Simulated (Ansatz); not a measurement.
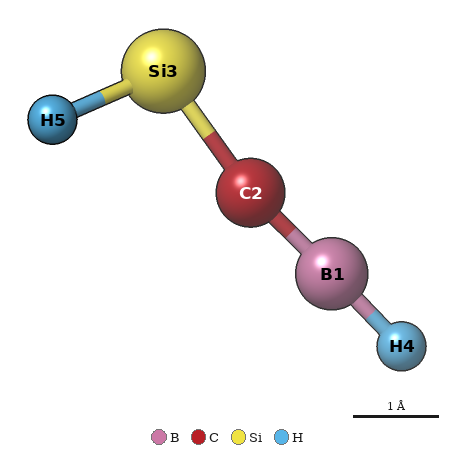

Orthographic view. Distant atoms are faded towards the background colour. The species has charge −1 and is a spin singlet. The geometry was computed by an optimisation with PBE-D4/def2-SVPD. No frequency run is at hand to confirm it as a minimum.

Give the distance matrix in Å.

```tsv
atom	B1	C2	Si3	H4	H5
B1	0.00				
C2	1.37	0.00			
Si3	3.14	1.78	0.00		
H4	1.20	2.57	4.33	0.00	
H5	3.86	2.59	1.58	5.01	0.00
```
